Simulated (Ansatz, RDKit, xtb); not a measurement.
**C4H7BrSi: which of the isomers drawn lies lowest?, part 1 of 2**

A sample of isomers of C4H7BrSi is drawn. Aim: find which of them has the lowest free energy at 298.15 K, then its properties. The sample is small against all isomers, and the most stable one of this formula need not be in it.

Plan: many cheap relaxations first (GFN2-xTB), then density-functional screening, relaxation at PBE0-D3(BJ)/def2-SVP, vibrations (at GFN2-xTB) and a final energy. The numbers are computed, not measured.

### Step 1. Drawing up candidates

Isomers were taken from a list of plausible structures; this is a sample, not all of them. That gives 12 candidates.

```csv
label,SMILES,spin
c043,C=C([SiH3])/C=C\Br,singlet
c062,C=C/C([SiH3])=C/Br,singlet
c106,[SiH3]/C=C/C=C/Br,singlet
c140,C=C/C(Br)=C\[SiH3],singlet
c296,C=C(Br)/C=C\[SiH3],singlet
c377,C=C(Br)/C=C/[SiH3],singlet
c442,C=C/C(Br)=C/[SiH3],singlet
c447,C=C/C=C(\[SiH3])Br,singlet
c522,C=C/C=C(/[SiH3])Br,singlet
c783,C=C/C([SiH3])=C\Br,singlet
c936,C=C([SiH3])/C=C/Br,singlet
c948,C=C([SiH3])C(=C)Br,singlet
```

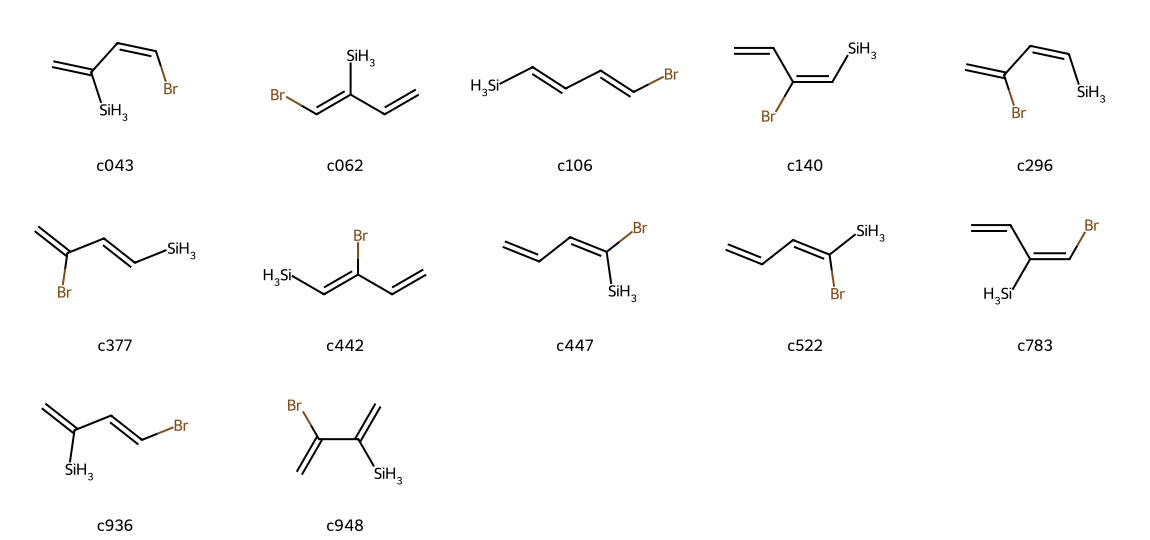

Structural formulas of the candidates.

Candidates are built by distance geometry, with a force field where one applies, in up to four conformers (letters a to d).

### Step 2. First filter: tight binding

All 12 starts are relaxed the same way. One of them, c447a (taken from a list of positional isomers, embedded by distance geometry and MMFF94), in full:

start.xyz reads:

```xyz
13
c447a
C     -2.499103    -1.244869    -0.742653
C     -1.241581    -1.007979    -0.442735
C     -0.433386    -1.939439     0.401433
C      0.835540    -1.812052     0.735114
Br     1.568586    -3.143919     1.882851
Si     2.069136    -0.455059     0.321673
H     -3.054011    -2.114426    -0.354656
H     -3.060573    -0.585730    -1.392746
H     -0.725364    -0.163906    -0.899426
H     -1.041864    -2.721042     0.798617
H      3.372043    -1.085117     0.038037
H      2.200690     0.453854     1.420892
H      1.559207     0.282870    -0.880225
```

On the command line:

```
xtb start.xyz --gfn 2 --opt
```

Standard output, cut to the lines that bear on the results:

```text
* xtb version 6.7.1
[...]
          :  # basis functions                  43          :
[...]
          :  # electrons                        34          :
[...]
          :  Hamiltonian                  GFN2-xTB          :
[...]
          :  net charge                          0          :
          :  unpaired electrons                  0          :
[...]
   *** convergence criteria satisfied after 15 iterations ***
[...]
   *** GEOMETRY OPTIMIZATION CONVERGED AFTER 7 ITERATIONS ***
[...]
   *** convergence criteria satisfied after 3 iterations ***
[...]
         ::                     SUMMARY                     ::
         :::::::::::::::::::::::::::::::::::::::::::::::::::::
         :: total energy             -17.885492626158 Eh    ::
         :: gradient norm              0.000419388685 Eh/a0 ::
         :: HOMO-LUMO gap              3.041675391532 eV    ::
         ::.................................................::
         :: SCC energy               -18.125344679739 Eh    ::
         :: -> isotropic ES            0.017615293494 Eh    ::
         :: -> anisotropic ES          0.002275336399 Eh    ::
         :: -> anisotropic XC          0.008811622886 Eh    ::
         :: -> dispersion             -0.010131550814 Eh    ::
         :: repulsion energy           0.239852053581 Eh    ::
         :: add. restraining           0.000000000000 Eh    ::
         :: total charge              -0.000000000000 e     ::
         :::::::::::::::::::::::::::::::::::::::::::::::::::::
[...]
        17        2.0000           -0.3873501             -10.5403 (HOMO)
        18                         -0.2755706              -7.4987 (LUMO)
[...]
     #   Z          covCN         q      C6AA      α(0)
     1   6 C        2.843    -0.081    30.027     8.980
     2   6 C        2.893    -0.030    28.742     8.790
     3   6 C        3.011    -0.032    28.791     8.802
     4   6 C        2.780    -0.048    29.161     8.845
     5  35 Br       1.184    -0.193   190.435    22.250
     6  14 Si       3.795     0.463    97.777    18.919
     7   1 H        0.926     0.048     2.346     2.395
     8   1 H        0.926     0.044     2.392     2.418
     9   1 H        0.926     0.037     2.495     2.470
    10   1 H        0.925     0.051     2.303     2.373
    11   1 H        0.919    -0.079     4.889     3.458
    12   1 H        0.918    -0.082     4.966     3.485
    13   1 H        0.919    -0.097     5.462     3.655
[...]
     #   Z sym  total        # sym  WBO       # sym  WBO       # sym  WBO
 ---------------------------------------------------------------------------
     1   6 C    3.988 --     2 C    1.866     8 H    0.978     7 H    0.975
                             4 C    0.130
     2   6 C    3.992 --     1 C    1.866     3 C    1.130     9 H    0.961
     3   6 C    3.990 --     4 C    1.797     2 C    1.130    10 H    0.957
     4   6 C    3.883 --     3 C    1.797     5 Br   1.003     6 Si   0.863
                             1 C    0.130
     5  35 Br   1.137 --     4 C    1.003
     6  14 Si   3.613 --    11 H    0.899    12 H    0.895    13 H    0.891
                             4 C    0.863
     7   1 H    0.997 --     1 C    0.975
     8   1 H    0.997 --     1 C    0.978
     9   1 H    0.999 --     2 C    0.961
    10   1 H    0.997 --     3 C    0.957
[...]
molecular dipole:
                 x           y           z       tot (Debye)
 q only:       -0.179       0.798      -0.596
   full:       -0.492       0.955      -0.803       3.409
molecular quadrupole (traceless):
[...]
          | TOTAL ENERGY              -17.885492626158 Eh   |
          | GRADIENT NORM               0.000419388685 Eh/α |
          | HOMO-LUMO GAP               3.041675391532 eV   |
           -------------------------------------------------
[...]
```

Wall time 0.12 s (2 threads of Intel Xeon Platinum 8259CL at 2.50GHz (Skylake/Cascade Lake), shared host).

### Step 3. The minima found

12 of the 12 relaxations converged. 12 distinct structures remain:

```csv
label,start,SMILES after,spin,energy (kcal/mol)
c442a,drawn,C=C/C(Br)=C/[SiH3],singlet,0.0
c140a,drawn,C=C/C(Br)=C\[SiH3],singlet,0.1
c522a,drawn,C=C/C=C(/[SiH3])Br,singlet,0.6
c106a,drawn,[SiH3]/C=C/C=C/Br,singlet,0.7
c783a,drawn,C=C/C([SiH3])=C\Br,singlet,0.7
c447a,drawn,C=C/C=C(\[SiH3])Br,singlet,0.9
c377a,drawn,C=C(Br)/C=C/[SiH3],singlet,1.5
c062a,drawn,C=C/C([SiH3])=C/Br,singlet,1.6
c936a,drawn,C=C([SiH3])/C=C/Br,singlet,2.2
c948a,drawn,C=C([SiH3])C(=C)Br,singlet,2.5
c296a,drawn,C=C(Br)/C=C\[SiH3],singlet,3.8
c043a,drawn,C=C([SiH3])/C=C\Br,singlet,4.5
```

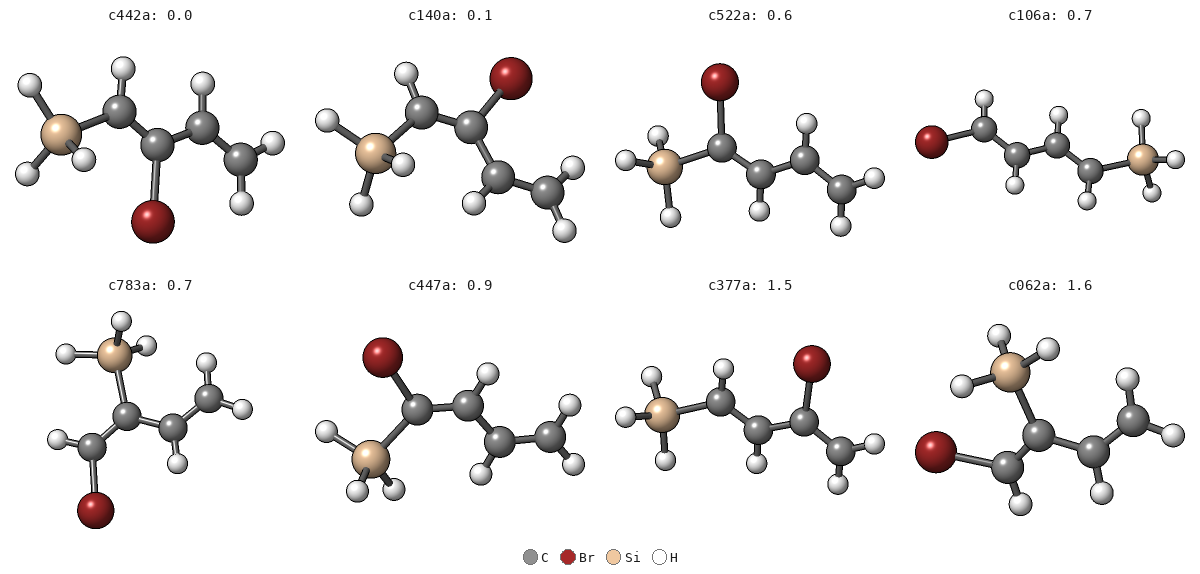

The 8 lowest minima that did not fall apart, with their GFN2-xTB energies in kcal/mol.

### Step 4. Second filter: single points

A choice of the minima (the low ones first, few conformers of a pattern, up to a cap) and the lowest that fell apart get a single point at r2SCAN-D4/def2-SVP on the tight-binding geometry, and one at HF/STO-3G for comparison. The lowest singlets are also tried as triplets at the same geometry (label ending in t). The first, c442a:

input.yaml reads:

```yaml
crystal:
  periodic: [false, false, false]
  atoms:
    - {symbol: C, position_ang: [-2.809399, -0.943926, 0.174545]}
    - {symbol: C, position_ang: [-1.678944, -1.638246, 0.125153]}
    - {symbol: C, position_ang: [-0.336353, -1.097558, 0.089381]}
    - {symbol: C, position_ang: [0.781923, -1.823822, 0.039130]}
    - {symbol: Br, position_ang: [-0.175382, 0.812329, 0.115036]}
    - {symbol: Si, position_ang: [2.523887, -1.110319, -0.006698]}
    - {symbol: H, position_ang: [-3.766386, -1.434837, 0.198406]}
    - {symbol: H, position_ang: [-2.820071, 0.133163, 0.192100]}
    - {symbol: H, position_ang: [-1.706419, -2.721544, 0.108085]}
    - {symbol: H, position_ang: [0.655353, -2.899226, 0.024679]}
    - {symbol: H, position_ang: [3.435077, -2.254171, -0.063698]}
    - {symbol: H, position_ang: [2.748055, -0.326493, 1.208087]}
    - {symbol: H, position_ang: [2.664830, -0.273964, -1.198480]}
basis:
  gaussian:
    orbitals: def2-SVP
hamiltonian:
  xc: r2scan
  dispersion: d4
scf:
  lower_state_search: "off"
output: {orbitals: {seedname: orbitals}}
```

On the command line:

```
ansatz run input.yaml --threads 2 --pin off --max-ram 5220MiB --events-out events.jsonl --progress --plain --runs-dir runs
```

Standard output, cut to the lines that bear on the results:

```text
Warning: RAYON_NUM_THREADS=2 ignored (pool sized by the plan → 2); use --threads N
Functional definition: r2SCAN
  name "r2SCAN"
[...]
1579 factors; their error is unknown
[...]
mean field -82167.15148701 eV, -3019.5871222518 hartree, gradient 5.8e-6 eV, S^2 0.000000; 0 other end points of the search recorded, 0 dependent functions left out
reference -82167.15149800 eV, -3019.5871226560 hartree; 40, 40 occupied and 101, 101 virtual orbitals, 1579 factors
Total energy: -82167.24215453 eV, -3019.5904542219 hartree
Checks for a lower state left out: stability, starts, cluster_reference, orbital_swaps, neighbouring_geometries, increment
```

Run time: 3.3 s. Hardware: 2 threads of Intel Xeon Platinum 8259CL at 2.50GHz (Skylake/Cascade Lake), shared host; peak memory 0.21 GiB.

Relative energies in kcal/mol, each column from its lowest structure that stays in one piece:

```csv
label,SMILES,spin,GFN2-xTB,HF/STO-3G,r2SCAN-D4/def2-SVP
c522a,C=C/C=C(/[SiH3])Br,singlet,0.6,1.3,0.0
c442a,C=C/C(Br)=C/[SiH3],singlet,0.0,2.0,0.8
c106a,[SiH3]/C=C/C=C/Br,singlet,0.7,0.0,1.3
c377a,C=C(Br)/C=C/[SiH3],singlet,1.5,1.5,1.6
c447a,C=C/C=C(\[SiH3])Br,singlet,0.9,3.0,1.8
c783a,C=C/C([SiH3])=C\Br,singlet,0.7,2.1,1.9
c140a,C=C/C(Br)=C\[SiH3],singlet,0.1,2.8,2.1
c936a,C=C([SiH3])/C=C/Br,singlet,2.2,2.9,3.7
c062a,C=C/C([SiH3])=C/Br,singlet,1.6,4.0,4.5
c296a,C=C(Br)/C=C\[SiH3],singlet,3.8,5.5,5.6
c948a,C=C([SiH3])C(=C)Br,singlet,2.5,5.8,6.3
c043a,C=C([SiH3])/C=C\Br,singlet,4.5,5.9,8.0
c522at,C=C/C=C(/[SiH3])Br,triplet,–,–,65.4
c106at,[SiH3]/C=C/C=C/Br,triplet,–,–,66.8
c442at,C=C/C(Br)=C/[SiH3],triplet,–,–,67.3
```

### Step 5. Relaxing the best candidates

6 candidates are relaxed at PBE0-D3(BJ)/def2-SVP (chosen among the lowest in one piece). The first, c522a:

input.yaml reads:

```yaml
crystal:
  periodic: [false, false, false]
  atoms:
    - symbol: C
      position_ang: [1.183268, -1.189715, -2.210037]
    - symbol: C
      position_ang: [0.981328, -0.039586, -1.572189]
    - symbol: C
      position_ang: [-0.151312, 0.193006, -0.712969]
    - symbol: C
      position_ang: [-0.445519, 1.304362, -0.031574]
    - symbol: Br
      position_ang: [0.704420, 2.839692, -0.132154]
    - symbol: Si
      position_ang: [-1.937372, 1.593654, 1.088920]
    - symbol: H
      position_ang: [0.498767, -2.017087, -2.113143]
    - symbol: H
      position_ang: [2.035954, -1.343508, -2.847870]
    - symbol: H
      position_ang: [1.682834, 0.775928, -1.685861]
    - symbol: H
      position_ang: [-0.846339, -0.631816, -0.607647]
    - symbol: H
      position_ang: [-2.690926, 2.717243, 0.533850]
    - symbol: H
      position_ang: [-1.429083, 1.920165, 2.420427]
    - symbol: H
      position_ang: [-2.722175, 0.360097, 1.092347]
basis:
  gaussian:
    orbitals: def2-SVP
hamiltonian:
  xc: pbe0
  dispersion: d3bj
scf:
  lower_state_search: off
relax:
  f_tol: 0.006
```

On the command line:

```
ansatz run input.yaml --threads 2 --pin off --max-ram 5220MiB --events-out events.jsonl --progress --plain --runs-dir runs
```

Standard output, cut to the lines that bear on the results:

```text
Warning: RAYON_NUM_THREADS=2 ignored (pool sized by the plan → 2); use --threads N
[...]
Functional definition: PBE0
  name "PBE0"
[...]
1551 factors; integrals over basis functions are off by at most 4.6e-4 eV
[...]
mean field -82154.12750332 eV, -3019.1084996793 hartree, gradient 5.1e-6 eV, S^2 0.000000; 0 other end points of the search recorded, 0 dependent functions left out
[...]
reference -82154.12753371 eV, -3019.1085007962 hartree; 40, 40 occupied and 101, 101 virtual orbitals, 1551 factors
relax step   1: F+E_penalty+E_count = -82154.44551923 eV  Δ(F+E_penalty+E_count) = +0.000e0 eV  max|allowed force component| = 8.790e-1 eV/Å  Δτ_max = 0.0000 Å  (15 SCF iters, accepted)
[...]
relax step   7: F+E_penalty+E_count = -82154.51460590 eV  Δ(F+E_penalty+E_count) = -8.925e-5 eV  max|allowed force component| = 1.190e-2 eV/Å  Δτ_max = 0.0056 Å  (14 SCF iters, accepted)
[...]
Atom 4 at     0.711818     2.870742    -0.132829 Å, force    -0.000916    -0.001628    -0.000139 eV/Å
Atom 5 at    -1.912884     1.592704     1.072195 Å, force    -0.000126    -0.000277    -0.000250 eV/Å
Atom 6 at     0.475666    -2.040702    -2.100777 Å, force    -0.000156     0.000211     0.000282 eV/Å
Atom 7 at     2.043848    -1.374755    -2.862413 Å, force    -0.000038     0.001295     0.000325 eV/Å
Atom 8 at     1.711623     0.772245    -1.711369 Å, force     0.000476    -0.000934    -0.000672 eV/Å
Atom 9 at    -0.854102    -0.607812    -0.590656 Å, force    -0.000134     0.001501     0.000695 eV/Å
Atom 10 at    -2.740748     2.726585     0.565840 Å, force     0.000539     0.000390    -0.000123 eV/Å
Atom 11 at    -1.469362     1.904650     2.462647 Å, force     0.000583     0.000705     0.000171 eV/Å
Atom 12 at    -2.714709     0.331328     1.063191 Å, force     0.001085    -0.000016    -0.001031 eV/Å
Dipole moment:    -0.031005    -0.302186    -0.110021 e Å
Checks for a lower state left out: stability, starts, cluster_reference, orbital_swaps, neighbouring_geometries, increment
```

It took 40 s on 2 threads of Intel Xeon Platinum 8259CL at 2.50GHz (Skylake/Cascade Lake), shared host; peak memory 0.4 GiB.

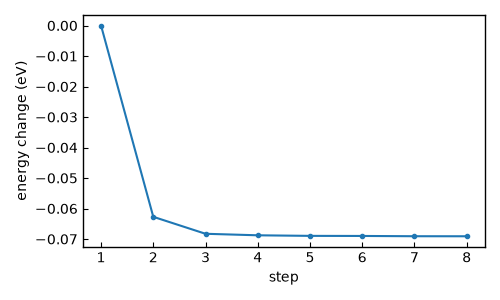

Energy along the run, all evaluated steps.

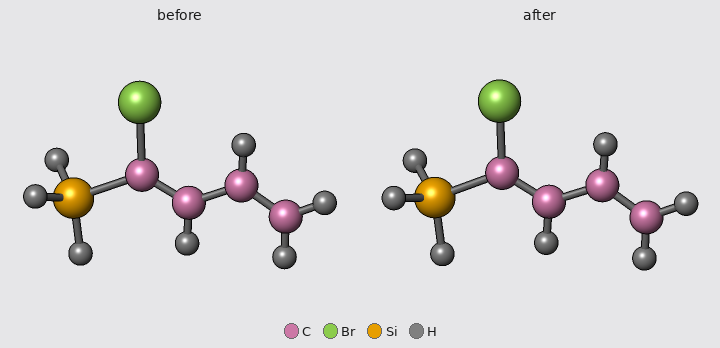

Before and after, at one scale.

After the run. Bond lengths: C1–C2 1.341 Å, C2–C3 1.449 Å, C3–C4 1.348 Å, C4–Br5 1.903 Å, C4–Si6 1.874 Å, C1–H7 1.095 Å, C1–H8 1.092 Å, C2–H9 1.095 Å, C3–H10 1.098 Å, Si6–H11 1.492 Å, Si6–H12 1.492 Å, Si6–H13 1.495 Å. Some angles: C1–C2–C3 123.2°, C2–C3–C4 127.9°, C3–C4–Br5 121.4°, C3–C4–Si6 125.1°, Br5–C4–Si6 113.5°, C1–C2–H9 120.0°, C3–C2–H9 116.8°, C2–C1–H7 121.4°, C2–C1–H8 121.4°, C2–C3–H10 116.2°.

### Step 6. After refinement

```csv
label,spin,r2SCAN-D4/def2-SVP (kcal/mol),"PBE0-D3(BJ)/def2-SVP, relaxed (kcal/mol)",time
c522a,singlet,0.0,0.0,40 s
c442a,singlet,0.8,0.8,36 s
c106a,singlet,1.3,1.4,38 s
c783a,singlet,1.9,1.5,38 s
c377a,singlet,1.6,1.5,41 s
c447a,singlet,1.8,1.5,59 s
```

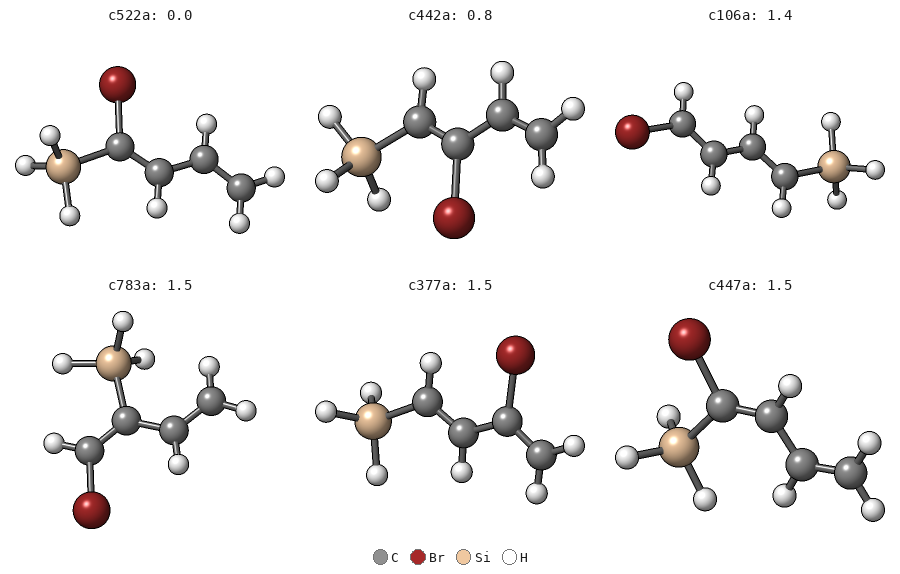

The relaxed structures, with energies at PBE0-D3(BJ)/def2-SVP in kcal/mol.

### Step 7. Vibrations and thermal terms

The lowest few in one piece go on as finalists. In this search the thermal terms come from GFN2-xTB at its own nearest minimum. The first, c522a:

start.xyz reads:

```xyz
13
c522a
C      1.180468    -1.210909    -2.213647
C      0.992124    -0.042591    -1.582195
C     -0.138481     0.215450    -0.713451
C     -0.421415     1.345502    -0.034436
Br     0.711818     2.870742    -0.132829
Si    -1.912884     1.592704     1.072195
H      0.475666    -2.040702    -2.100777
H      2.043848    -1.374755    -2.862413
H      1.711623     0.772245    -1.711369
H     -0.854102    -0.607812    -0.590656
H     -2.740748     2.726585     0.565840
H     -1.469362     1.904650     2.462647
H     -2.714709     0.331328     1.063191
```

On the command line:

```
xtb start.xyz --gfn 2 --ohess tight
```

Standard output, cut to the lines that bear on the results:

```text
* xtb version 6.7.1
[...]
          :  # basis functions                  43          :
[...]
          :  # electrons                        34          :
[...]
          :  Hamiltonian                  GFN2-xTB          :
[...]
          :  net charge                          0          :
          :  unpaired electrons                  0          :
[...]
   *** convergence criteria satisfied after 15 iterations ***
[...]
   *** GEOMETRY OPTIMIZATION CONVERGED AFTER 7 ITERATIONS ***
[...]
   *** convergence criteria satisfied after 3 iterations ***
[...]
         ::                     SUMMARY                     ::
         :::::::::::::::::::::::::::::::::::::::::::::::::::::
         :: total energy             -17.886044479553 Eh    ::
         :: gradient norm              0.000178334973 Eh/a0 ::
         :: HOMO-LUMO gap              3.023113986032 eV    ::
         ::.................................................::
         :: SCC energy               -18.126157565509 Eh    ::
         :: -> isotropic ES            0.017349544284 Eh    ::
         :: -> anisotropic ES          0.002956310306 Eh    ::
         :: -> anisotropic XC          0.008421692631 Eh    ::
         :: -> dispersion             -0.010070681785 Eh    ::
         :: repulsion energy           0.240113085955 Eh    ::
         :: add. restraining           0.000000000000 Eh    ::
         :: total charge               0.000000000000 e     ::
         :::::::::::::::::::::::::::::::::::::::::::::::::::::
[...]
        17        2.0000           -0.3859470             -10.5022 (HOMO)
        18                         -0.2748493              -7.4790 (LUMO)
[...]
molecular dipole:
                 x           y           z       tot (Debye)
 q only:       -0.664      -0.606       0.182
   full:       -0.806      -1.014       0.101       3.302
molecular quadrupole (traceless):
[...]
          | TOTAL ENERGY              -17.886044479966 Eh   |
          | TOTAL ENTHALPY            -17.788875074413 Eh   |
          | TOTAL FREE ENERGY         -17.832865974342 Eh   |
          | GRADIENT NORM               0.000179488134 Eh/α |
[...]
```

Run time: 0.52 s. Hardware: 2 threads of Intel Xeon Platinum 8259CL at 2.50GHz (Skylake/Cascade Lake), shared host; peak memory 0.11 GiB.

### Step 8. Zero-point energy and free-energy terms

As xtb prints them, at 298.15 K, with its own treatment of low modes:

```csv
label,SMILES,spin,lowest mode (cm⁻¹),zero-point (kcal/mol),G − E (kcal/mol)
c522a,C=C/C=C(/[SiH3])Br,singlet,88,55.0,33.4
c442a,C=C/C(Br)=C/[SiH3],singlet,75,55.0,33.7
c106a,[SiH3]/C=C/C=C/Br,singlet,62,54.8,33.1
c783a,C=C/C([SiH3])=C\Br,singlet,69,55.0,33.6
c377a,C=C(Br)/C=C/[SiH3],singlet,59,54.8,33.1
c447a,C=C/C=C(\[SiH3])Br,singlet,58,55.0,33.3
```

(Continued in part 2 of 2.)
